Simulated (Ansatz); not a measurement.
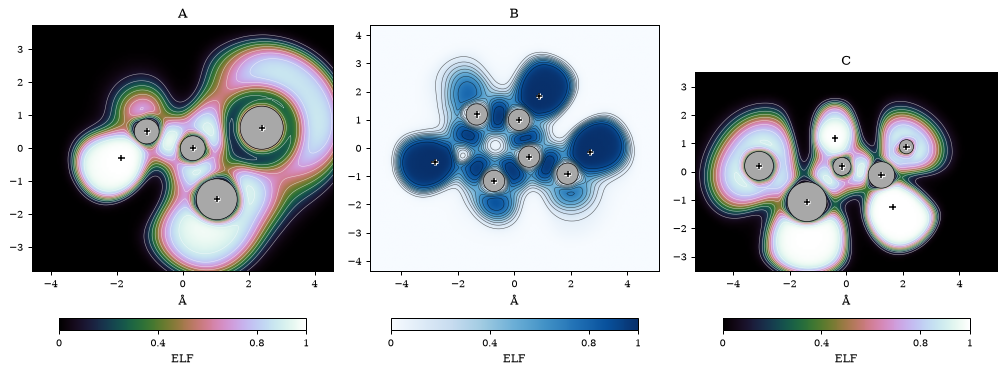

The ELF of 3 systems, each on a plane through atoms (crosses mark nuclei in the plane; grey discs cover the cores).

These are results of isolated molecule in a Gaussian basis; Kohn-Sham density functional theory, functional PBE0 in Ansatz, not measurements.

System 1: C6H8Cl2, the plane of atoms C3, C2 and C6. Geometry: PBE-D3(BJ)/def2-SVP.

```
atom    x (Å)    y (Å)    z (Å)
   C  -1.9289   1.1969   0.3356
   C  -0.5257   1.1777   0.8436
   C   0.1255   2.1085   1.5790
   C   1.5692   1.7491   1.8177
   C   1.6176   0.2584   1.4390
   C   0.4232   0.0609   0.4898
  Cl   1.3332  -0.7694   2.9142
  Cl   0.9816   0.2654  -1.2568
   H  -2.4992   0.3159   0.7007
   H  -2.4667   2.1135   0.6436
   H  -1.9318   1.1416  -0.7740
   H  -0.3273   3.0474   1.9320
   H   1.9216   1.9219   2.8539
   H   2.2367   2.3346   1.1442
   H   2.5727  -0.0847   1.0039
   H   0.0009  -0.9601   0.5345
```

System 2: C2H3PSn (SMILES C[C]1=[Sn]=[P]1), the plane of atoms P3, C2 and Sn4. Geometry: PBE-D3(BJ)/def2-SVP; core potentials replace the inner electrons of Sn.

```yaml
atoms:
  - { symbol: C, position_ang: [1.4478, -0.0916, 0.2468] }
  - { symbol: C, position_ang: [1.1869, 0.4928, 1.5883] }
  - { symbol: P, position_ang: [2.0170, 1.5713, 2.6228] }
  - { symbol: Sn, position_ang: [-0.2430, 0.5335, 3.2323] }
  - { symbol: H, position_ang: [1.4484, -1.2018, 0.3055] }
  - { symbol: H, position_ang: [0.6203, 0.1639, -0.4503] }
  - { symbol: H, position_ang: [2.4080, 0.2414, -0.2037] }
```

System 3: BClFH2NSi (SMILES FBN[Si]Cl), the molecular plane. Geometry: r2SCAN-D4/def2-SVP.

| atom | x (Å) | y (Å) | z (Å) |
| --- | --- | --- | --- |
| B | -2.5893 | 1.0458 | -1.6762 |
| Cl | 1.0022 | -1.1931 | -0.7442 |
| F | -2.9834 | 2.1986 | -1.1399 |
| N | -1.3696 | 0.4531 | -1.2413 |
| Si | -0.7723 | -1.0627 | -1.8914 |
| H | -3.2728 | 0.5231 | -2.5218 |
| H | -0.8447 | 0.9560 | -0.5207 |

Question: Match each panel to its system.

Answer: Panel A is system 2, C2H3PSn: the plane holds C, P, Sn and H. C–C (1.49 Å): the ELF peaks at about 0.95 between the atoms: localised, covalent bonding. Panel B is system 1, C6H8Cl2: the plane holds C and H. C–C (1.35 Å): the ELF peaks at about 0.90 between the atoms: localised, covalent bonding. Panel C is system 3, BClFH2NSi: the plane holds B, Cl, F, N, Si and H. B–F (1.33 Å): the ELF peaks at about 0.85 between the atoms (a polar covalent bond).
